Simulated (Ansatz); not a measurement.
# CCl4 (carbon tetrachloride): MP2/def2-SVP

Aim: the electronic atomisation energy of CCl4 (carbon tetrachloride) at MP2/def2-SVP, from 3 runs. 

Program for the calculation: Ansatz 0.2.0.

29 further runs of the same task are left out: 4 that didn't finish, 25 set aside as unsound or not needed. Runs told in other sessions of the task aren't counted.

## (1) The system as given

The species is CCl4 (5 atoms), meant as a singlet with charge 0. As SMILES, `ClC(Cl)(Cl)Cl`. The coordinates come from a PBE0-D4/def2-TZVP relaxation.

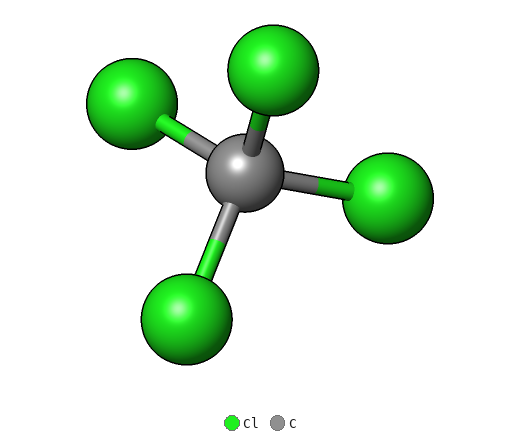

The structure, seen from a chosen angle (chlorine green, carbon grey).

## (2) A single-point energy at MP2/def2-SVP

Contents of molecule.yaml:

```yaml
basis:
  gaussian:
    orbitals: def2-SVP
crystal:
  periodic: [false, false, false]
  atoms:
    - {symbol: Cl, position_ang: [-0.668000, 0.146960, 1.624600]}
    - {symbol: C, position_ang: [-0.000030, 0.000120, -0.000100]}
    - {symbol: Cl, position_ang: [1.442040, -1.012680, 0.047270]}
    - {symbol: Cl, position_ang: [-1.198720, -0.733970, -1.063930]}
    - {symbol: Cl, position_ang: [0.424690, 1.599560, -0.607850]}
total_charge: 0
correlation:
  method: mp2
  frozen_orbitals: {C: 1, Cl: 5}
accuracy: high
```

Run with:

```bash
$ ansatz run molecule.yaml --threads 1 --pin off --max-ram 3480MiB --events-out events.jsonl --progress --plain --runs-dir runs
```

The log of the run:

```text
Warning: RAYON_NUM_THREADS=1 ignored (pool sized by the plan → 1); use --threads N
Functional definition: HF
  name "HF"
  exchange = exact_x
  correlation = 0
1757 factors; integrals over basis functions are off by at most 3.9e-9 eV
mean field evaluation 1: about -51021.9169 eV, gradient 3.9e1 eV
mean field evaluation 2: about -51022.5133 eV, gradient 4.0e1 eV
mean field evaluation 4: about -51026.7225 eV, gradient 2.8e0 eV
mean field evaluation 8: about -51026.7930 eV, gradient 1.0e-1 eV
mean field evaluation 16: about -51026.7930 eV, gradient 1.9e-7 eV
mean field -51026.79303780 eV, -1875.2000569365 hartree, gradient 1.8e-8 eV, S^2 0.000000; 0 other end points of the search recorded, 0 dependent functions left out
21 core orbitals not correlated: weight in the atoms' cores, before any rotation towards them, 1.000 or more for the frozen orbitals, at most 0.000 for the correlated occupied ones
reference -51026.79303780 eV, -1875.2000569365 hartree; 16, 16 occupied and 49, 49 virtual orbitals, 1757 factors
second order -18.55714774 eV of doubles, -0.00000000 eV of singles
Total energy: -51045.35018554 eV, -1875.8820195374 hartree
```

Run time: 2 s. Hardware: 1 thread of Intel Xeon 6975P-C (Granite Rapids), shared host; peak memory 0.28 GiB.

## (3) The C atom, same level

Contents of in.yaml:

```yaml
crystal:
  periodic: [false, false, false]
  atoms:
    - {symbol: C, position_ang: [0.000000, 0.000000, 0.000000]}
basis:
  gaussian:
    orbitals: def2-SVP
magnetization:
  spin_polarized: true
  initial_magnetization: 2
correlation:
  method: mp2
  frozen_orbitals: {C: 1}
accuracy: high
```

Run the same way, it converges to -37.69532 Eh (log not shown).

## (4) The Cl atom at the same level

Contents of run.yaml:

```yaml
crystal:
  periodic: [false, false, false]
  atoms:
    - {symbol: Cl, position_ang: [0.000000, 0.000000, 0.000000]}
basis:
  gaussian:
    orbitals: def2-SVP
magnetization:
  spin_polarized: true
  initial_magnetization: 1
correlation:
  method: mp2
  frozen_orbitals: {Cl: 5}
accuracy: high
```

Run the same way, it converges to -459.42824 Eh (log not shown).

## (5) What came out

Level: MP2/def2-SVP, 21 core orbitals frozen.

| quantity | value |
| --- | --- |
| molecule: total energy | -1875.88202 Eh |
| molecule: correlation energy (21 core orbitals frozen) | -682.0 mEh |
| C atom: total energy | -37.69532 Eh |
| C atom: correlation energy (1 core orbital frozen) | -50.1 mEh |
| C atom: ⟨S²⟩ of the reference determinant | 2.007 |
| Cl atom: total energy | -459.42824 Eh |
| Cl atom: correlation energy (5 core orbitals frozen) | -108.9 mEh |
| Cl atom: ⟨S²⟩ of the reference determinant | 0.755 |
| electronic atomisation energy | 12.891 eV |

In words: Taking the molecule apart into free atoms costs 12.89 eV (1244 kJ/mol), before zero-point energy and without spin-orbit coupling.
